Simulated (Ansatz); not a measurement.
## Profile along the Rh–Rh line in Rh (fcc, Cu type)

Rh (fcc, Cu type)

```
Rh
1.0
    0.00000     1.90000     1.90000
    1.90000     0.00000     1.90000
    1.90000     1.90000     0.00000
Rh
1
Direct
  0.00000   0.00000   0.00000
```

Fields along a shortest Rh–Rh line of a {110} plane (2.69 Å), from Rh to Rh, interpolated on the slice's grid (step about 0.1 Å). Level of theory: r2SCAN (plane waves to 500 eV, PAW, scalar-relativistic; Ansatz, a first-principles code). k mesh 21×21×21. These are valence fields of a PAW run, semicore shells included where kept as valence: close to a nucleus they are smooth pseudo fields. Rh is run without spin polarisation. Rh was relaxed with its symmetry unable to fall.

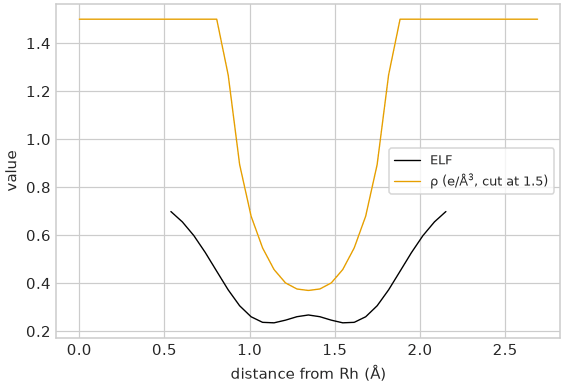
*ELF (away from the nuclei) and valence density from Rh to Rh.*

Density on the Rh–Rh line (2.69 Å) at its midpoint: 0.37 e/Å³. ELF at that point: 0.27.
